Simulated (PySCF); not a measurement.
```xyz
14

C    -2.6278   -0.4324    0.5316
C    -1.2007   -0.1787    0.2003
C    -0.6678    0.2241   -0.9877
C     0.7330    0.3545   -0.9434
C     1.3008    0.0542    0.2775
Al    3.2516    0.2130    0.4353
S     0.0343   -0.4025    1.3942
H    -2.7893   -1.4882    0.7513
H    -3.2613   -0.1489   -0.3059
H    -2.9269    0.1385    1.4099
H    -1.2617    0.4200   -1.8642
H     1.3355    0.6633   -1.7868
H     4.0750    0.0018    1.7305
H     4.0047    0.5808   -0.8648
```

Geometry: GFN2-xTB.

All numbers below come from PBE0/pcSseg-1, SCF density, gas phase, non-relativistic (PySCF 2.14.0).

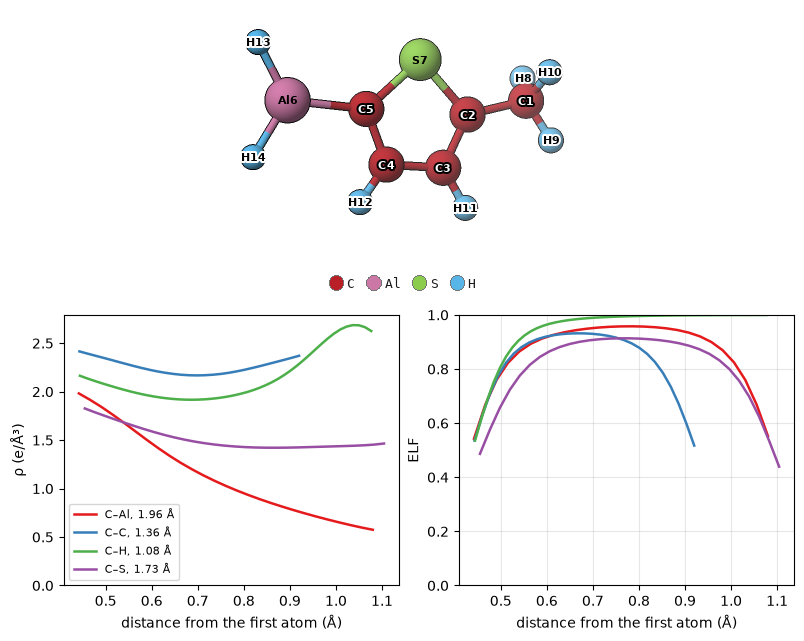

C5H7AlS (SMILES Cc1cc[c]([AlH2])s1). Electron density and electron localisation function along straight lines between neighbouring atoms. The curves leave out the atomic cores. The structure is drawn too.

### Compare the contacts.

C–Al (1.96 Å): ρ at the midpoint is about 0.68 e/Å³; the ELF peaks at about 0.95 between the atoms, as expected for a polar covalent bond.
C–C (1.36 Å): ρ is about 2.2 e/Å³ halfway; the ELF peaks at about 0.95 between the atoms, as expected for localised, covalent bonding.
C–H (1.08 Å): ρ at the midpoint is about 2 e/Å³; the ELF climbs to about 1 towards the hydrogen, as it does in any bond to H; a covalent bond by its length.
C–S (1.73 Å): ρ is about 1.4 e/Å³ halfway; the ELF peaks at about 0.90 between the atoms, as expected for a covalent bond.
